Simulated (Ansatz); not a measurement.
# CH2F3Si (SMILES [CH2][Si](F)(F)F) at UHF/def2-SVP

Aim: the energy change on altering one bond length of CH2F3Si at UHF/def2-SVP, from 2 runs. 

Program for the calculation: Ansatz 0.2.0.

64 further runs of the same task are left out: 64 set aside as unsound or not needed.

## 1. The molecule

CH2F3Si has 7 atoms, charge 0, and is taken as a doublet. As SMILES, `[CH2][Si](F)(F)F`. The shape is that of a PBE0-D4/def2-TZVP optimisation.

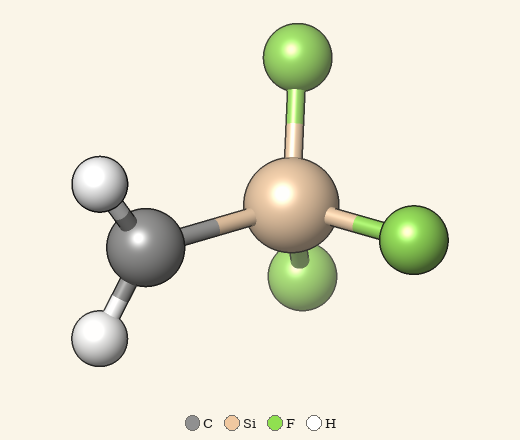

The structure, seen from a chosen angle (carbon grey, silicon light orange, fluorine green, hydrogen white).

## 2. The energy at UHF/def2-SVP

File input.yaml:

```yaml
crystal:
  periodic: [false, false, false]
  atoms:
    - symbol: C
      position_ang: [-0.691800, 0.401700, 0.763500]
    - symbol: Si
      position_ang: [0.442900, -0.260900, -0.483500]
    - symbol: F
      position_ang: [0.009400, 0.178500, -1.934200]
    - symbol: F
      position_ang: [0.495400, -1.838000, -0.481100]
    - symbol: F
      position_ang: [1.916900, 0.241300, -0.236600]
    - symbol: H
      position_ang: [-1.731100, 0.616200, 0.542200]
    - symbol: H
      position_ang: [-0.380400, 0.593100, 1.784100]
basis:
  gaussian: {orbitals: def2-SVP}
magnetization: {spin_polarized: true, initial_magnetization: 1}
hamiltonian: {xc: hf}
accuracy: high
output: {orbitals: {seedname: orbitals}}
```

On the command line:

```sh
$ ansatz run input.yaml --threads 1 --pin off --max-ram 3480MiB --events-out events.jsonl --progress --plain --runs-dir runs
```

The log of the run:

```text
Warning: RAYON_NUM_THREADS=1 ignored (pool sized by the plan → 1); use --threads N
Functional definition: HF
  name "HF"
  exchange = exact_x
  correlation = 0
1745 factors; integrals over basis functions are off by at most 4.0e-9 eV
mean field evaluation 1: about -17033.6899 eV, gradient 2.7e1 eV
mean field evaluation 2: about -17033.7616 eV, gradient 2.8e1 eV
mean field evaluation 4: about -17036.5408 eV, gradient 2.0e0 eV
mean field evaluation 8: about -17036.5771 eV, gradient 2.8e-1 eV
mean field evaluation 16: about -17036.5786 eV, gradient 1.0e-8 eV
mean field -17036.57864877 eV, -626.0827175344 hartree, gradient 1.5e-8 eV, S^2 0.758918; 0 other end points of the search recorded, 0 dependent functions left out
reference -17036.57864877 eV, -626.0827175344 hartree; 25, 24 occupied and 59, 60 virtual orbitals, 1745 factors
Total energy: -17036.57864877 eV, -626.0827175344 hartree
```

Run time: 2.4 s. Hardware: 1 thread of Arm Neoverse V2, shared host; peak memory 0.28 GiB.

## 3. The distorted shape, same level

File input.yaml:

```yaml
crystal:
  periodic: [false, false, false]
  atoms:
    - {symbol: C, position_ang: [-0.785219, 0.344281, 0.457323]}
    - {symbol: Si, position_ang: [0.349481, -0.318319, -0.789677]}
    - {symbol: F, position_ang: [-0.084019, 0.121081, -2.240377]}
    - {symbol: F, position_ang: [0.401981, -1.895419, -0.787277]}
    - {symbol: F, position_ang: [1.823481, 0.183881, -0.542777]}
    - {symbol: H, position_ang: [-1.824519, 0.558781, 0.236023]}
    - {symbol: H, position_ang: [-0.380400, 0.593100, 1.784100]}
basis:
  gaussian:
    orbitals: def2-SVP
accuracy: high
hamiltonian:
  xc: hf
magnetization:
  spin_polarized: true
  initial_magnetization: 1
output:
  orbitals: {seedname: orbitals}
```

On the command line:

```sh
$ ansatz run input.yaml --threads 1 --pin off --max-ram 3480MiB --events-out events.jsonl --progress --plain --runs-dir runs
```

The log of the run:

```text
Warning: RAYON_NUM_THREADS=1 ignored (pool sized by the plan → 1); use --threads N
[... 4 set-up lines as earlier in the session ...]
1749 factors; integrals over basis functions are off by at most 6.1e-9 eV
mean field evaluation 1: about -17032.4407 eV, gradient 2.7e1 eV
mean field evaluation 2: about -17032.5106 eV, gradient 2.7e1 eV
mean field evaluation 4: about -17035.3510 eV, gradient 2.0e0 eV
mean field evaluation 8: about -17035.4024 eV, gradient 4.5e-1 eV
mean field evaluation 16: about -17035.4116 eV, gradient 9.1e-7 eV
mean field -17035.41164046 eV, -626.0398307701 hartree, gradient 3.3e-8 eV, S^2 0.774775; 0 other end points of the search recorded, 0 dependent functions left out
reference -17035.41164046 eV, -626.0398307701 hartree; 25, 24 occupied and 59, 60 virtual orbitals, 1749 factors
Total energy: -17035.41164046 eV, -626.0398307701 hartree
```

Run time: 2.3 s. Hardware: 1 thread of Arm Neoverse V2, shared host; peak memory 0.28 GiB.

## 4. Outcome

At UHF/def2-SVP:

```
                                                         quantity          value
                                        first shape: total energy  -626.08272 Eh
                  first shape: HOMO energy (highest over α and β)      -11.95 eV
                   first shape: LUMO energy (lowest over α and β)        1.60 eV
                                                first shape: ⟨S²⟩          0.759
                                    distorted shape: total energy  -626.03983 Eh
              distorted shape: HOMO energy (highest over α and β)      -12.10 eV
               distorted shape: LUMO energy (lowest over α and β)        1.62 eV
                                            distorted shape: ⟨S²⟩          0.775
energy change with the C1–H7 bond stretched from 1.084 to 1.409 Å       1.167 eV
```

**Reading.** With the C1–H7 bond stretched from 1.084 to 1.409 Å the energy rises by 1.17 eV (27 kcal/mol). The first shape isn't relaxed at this level, so the change isn't measured from a minimum.
